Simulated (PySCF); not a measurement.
## C4H4BFSi: one change and its effect

System: C4H4BFSi.
Method of run A: TDDFT HF/def2-SVPD, vertical, gas phase, core orbitals frozen in the response (PySCF 2.14.0).

The geometry comes from this level: PBE0-D3(BJ)/def2-SVP. Text and figures count atoms from 1; the logs count them from 0 in places.

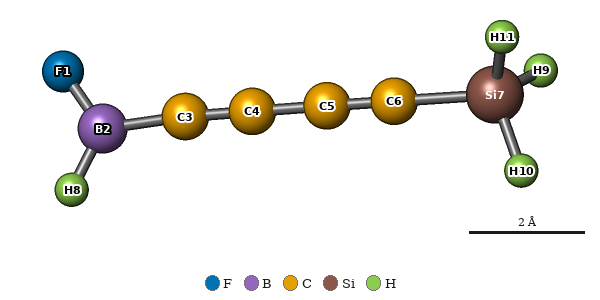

Figure 1. The structure as given in the input (ball-and-stick view, seen at a tilt; atoms are numbered from 1 in the order of the input). Bond lengths as drawn: B–C 1.52 Å, B–F 1.32 Å, B–H 1.21 Å, C–C 1.23 to 1.36 Å, C–Si 1.84 Å and H–Si 1.49 Å.

**Input file, run A**
```
{"job": {"kind": "uv", "xc": "HF", "basis": "def2-SVPD", "ip": true}, "charge": 0, "multiplicity": 1}
F      4.428380     0.175129     1.619617
B      3.819770     0.360123     0.462526
C      2.309572     0.192418     0.354211
C      1.100760     0.057246     0.187342
C     -0.241501    -0.100592     0.000802
C     -1.446320    -0.247606    -0.175565
Si    -3.248712    -0.474319    -0.441270
H      4.491558     0.657720    -0.495427
H     -3.617300    -1.868438    -0.063549
H     -3.567677    -0.235519    -1.877656
H     -3.988280     0.498063     0.412733
```

The first line tells a small driver script what to run in PySCF; the rest is the geometry in Å.

Command:
```bash
OMP_NUM_THREADS=1 python <driver script> task.json out
```

Hardware: 1 CPU thread, shared host.

**Output (run A)**
```
final grid: 101064 points
cycle   1  E = -566.3997924776  dE =  1.051e+00  |g| = 5.735e-01  |ddm| = 1.496e+01
cycle   2  E = -566.4969479766  dE = -9.716e-02  |g| = 2.637e-01  |ddm| = 4.404e+00
cycle   3  E = -566.5108035491  dE = -1.386e-02  |g| = 8.812e-02  |ddm| = 1.695e+00
cycle   4  E = -566.5131053637  dE = -2.302e-03  |g| = 2.472e-02  |ddm| = 5.173e-01
cycle   5  E = -566.5132898552  dE = -1.845e-04  |g| = 1.113e-02  |ddm| = 1.716e-01
cycle   6  E = -566.5133350020  dE = -4.515e-05  |g| = 3.160e-03  |ddm| = 9.003e-02
cycle   7  E = -566.5133501050  dE = -1.510e-05  |g| = 1.694e-03  |ddm| = 2.948e-02
cycle   8  E = -566.5133567395  dE = -6.635e-06  |g| = 1.108e-03  |ddm| = 9.078e-03
cycle   9  E = -566.5133599121  dE = -3.173e-06  |g| = 5.626e-04  |ddm| = 9.027e-03
cycle  10  E = -566.5133607513  dE = -8.392e-07  |g| = 1.465e-04  |ddm| = 5.721e-03
cycle  11  E = -566.5133607976  dE = -4.630e-08  |g| = 5.912e-05  |ddm| = 1.817e-03
cycle  12  E = -566.5133608031  dE = -5.513e-09  |g| = 2.837e-05  |ddm| = 3.026e-04
cycle  13  E = -566.5133608044  dE = -1.228e-09  |g| = 1.371e-05  |ddm| = 1.248e-04
cycle  14  E = -566.5133608046  dE = -2.160e-10  |g| = 5.546e-06  |ddm| = 8.106e-05
converged SCF energy = -566.5133608046

Static polarisability (au): isotropic 95.314, principal 57.865 60.737 167.342

Singlet excitations
state   eV       nm        f      main configurations
  1   3.3158    373.9   0.00001   H->L 0.82
  2   4.0832    303.6   0.01541   H-1->L 0.50, H->L+1 0.26
  3   4.3323    286.2   0.00001   H-1->L+1 0.60, H-1->L+2 0.13, H-1->L+3 0.11
  4   5.9940    206.8   0.00053   H-2->L 0.38, H-4->L 0.17, H->L+5 0.15
  5   6.6675    186.0   0.23465   H-3->L 0.24, H-5->L 0.11, H-2->L+1 0.10
  6   6.9301    178.9   0.00192   H-3->L+1 0.31, H-5->L+1 0.15
  7   7.3764    168.1   2.53711   H->L+1 0.39, H-1->L 0.36
  8   7.6658    161.7   0.04682   H->L+2 0.61, H->L+4 0.15
  9   7.8221    158.5   0.00807   H-6->L 0.67, H-6->L+5 0.10
 10   7.8897    157.1   0.00301   H-1->L+2 0.55, H-1->L+4 0.15, H-1->L+1 0.11

Triplet excitations (Tamm-Dancoff, eV): 2.7925 3.2829 3.5387 4.3399
Vertical ionisation energy (delta-SCF) = 8.7166 eV
```

The input of run B differs as follows (lines with − go, lines with + come):
```diff
-"xc": "HF"
+"xc": "wB97X-D"
```

How does run B compare with run A?

The total energies belong to different methods, so their difference says nothing on which is more stable or more accurate. The HOMO goes from −10.12 to −9.52 eV. The LUMO goes from 0.80 to −0.98 eV. The lowest excitation goes from 3.32 to 3.57 eV. The strongest computed line goes from 7.38 to 6.41 eV. The method changes from HF to wB97X-D. The SCF takes 15 iterations against 14.

**Output (run B)**
```
coarse grid: 10624 points
cycle   1  E = -568.4199252791  dE =  7.801e-01  |g| = 5.046e-01  |ddm| = 2.402e+01
cycle   2  E = -568.4327985068  dE = -1.287e-02  |g| = 5.372e-01  |ddm| = 2.679e+00
cycle   3  E = -568.4786969809  dE = -4.590e-02  |g| = 6.453e-02  |ddm| = 1.191e+00
cycle   4  E = -568.4795999114  dE = -9.029e-04  |g| = 2.964e-02  |ddm| = 3.307e-01
cycle   5  E = -568.4797929941  dE = -1.931e-04  |g| = 1.755e-02  |ddm| = 1.724e-01
cycle   6  E = -568.4798692457  dE = -7.625e-05  |g| = 2.071e-03  |ddm| = 5.924e-02
cycle   7  E = -568.4798717164  dE = -2.471e-06  |g| = 8.185e-04  |ddm| = 3.715e-02
final grid: 101064 points
cycle   8  E = -568.5616846070  dE = -8.370e-05  |g| = 4.472e-03  |ddm| = 8.512e-01
cycle   9  E = -568.5616858285  dE = -1.221e-06  |g| = 4.436e-03  |ddm| = 7.163e-02
cycle  10  E = -568.5616893970  dE = -3.569e-06  |g| = 8.838e-04  |ddm| = 1.250e-02
cycle  11  E = -568.5616895923  dE = -1.953e-07  |g| = 4.280e-04  |ddm| = 5.043e-03
cycle  12  E = -568.5616896409  dE = -4.857e-08  |g| = 1.436e-04  |ddm| = 1.818e-03
cycle  13  E = -568.5616896485  dE = -7.533e-09  |g| = 4.014e-05  |ddm| = 1.675e-03
cycle  14  E = -568.5616896496  dE = -1.136e-09  |g| = 3.085e-05  |ddm| = 2.107e-04
cycle  15  E = -568.5616896501  dE = -5.572e-10  |g| = 9.275e-06  |ddm| = 9.374e-05
converged SCF energy = -568.5616896501

Static polarisability (au): isotropic 103.552, principal 60.603 64.233 185.821

Singlet excitations
state   eV       nm        f      main configurations
  1   3.5711    347.2   0.00002   H->L 0.95
  2   4.2097    294.5   0.03747   H-1->L 0.60, H->L+1 0.36
  3   4.6480    266.7   0.00000   H-1->L+1 0.96
  4   5.9862    207.1   0.00261   H-2->L 0.51, H->L+3 0.24, H-5->L 0.19
  5   6.4072    193.5   1.32610   H->L+1 0.36, H-1->L 0.22, H-1->L+3 0.12
  6   6.4284    192.9   0.00422   H-4->L 0.66, H-5->L 0.14
  7   6.8125    182.0   0.89547   H-3->L 0.29, H->L+1 0.17, H-6->L 0.14
  8   7.0602    175.6   0.00169   H-3->L+1 0.47, H-6->L+1 0.35
  9   7.3224    169.3   0.00004   H->L+3 0.63, H-2->L 0.17
 10   7.3961    167.6   0.00173   H->L+2 0.79

Triplet excitations (Tamm-Dancoff, eV): 3.2142 3.3473 3.7846 4.4115
Vertical ionisation energy (delta-SCF) = 9.6904 eV
Vertical electron affinity (delta-SCF) = 0.9142 eV
```

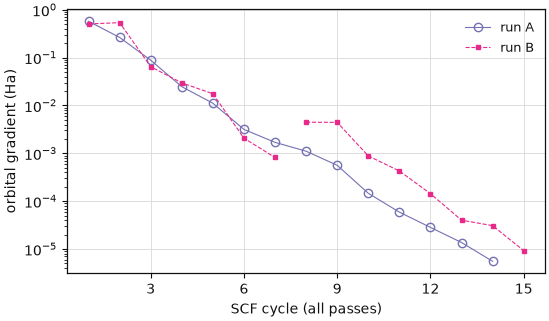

Figure 2. Convergence of the two runs: orbital gradient against the SCF cycle. A break in a curve parts two SCF passes (coarse and final grid). Run A takes 14 cycles in all, and run B takes 15.

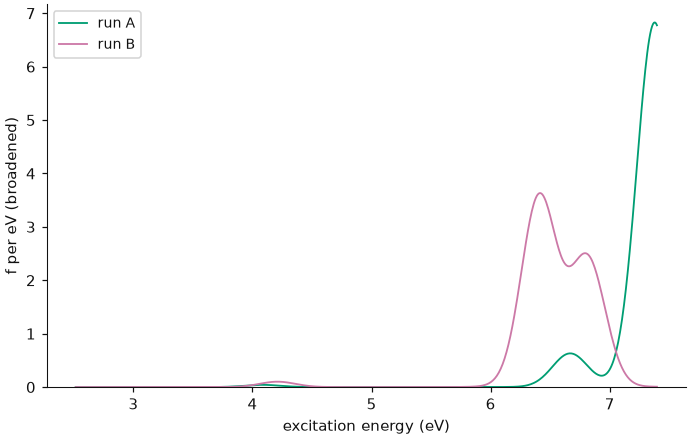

Figure 3. Absorption of the two runs from their computed states, each broadened by a Gaussian of 0.35 eV full width; the range ends where the shorter list of states ends.

**The two runs side by side**

```tsv
quantity	run A	run B
outcome	converged	converged
total energy (hartree)	−566.513361	−568.561690
HOMO (eV)	−10.12	−9.52
LUMO (eV)	0.80	−0.98
dipole moment (D)	1.88	1.87
lowest excitation (eV)	3.32	3.57
SCF iterations	14	15
strongest computed line (eV)	7.38	6.41
basis functions	179	179
wall time (shared host)	26 s	89 s
```
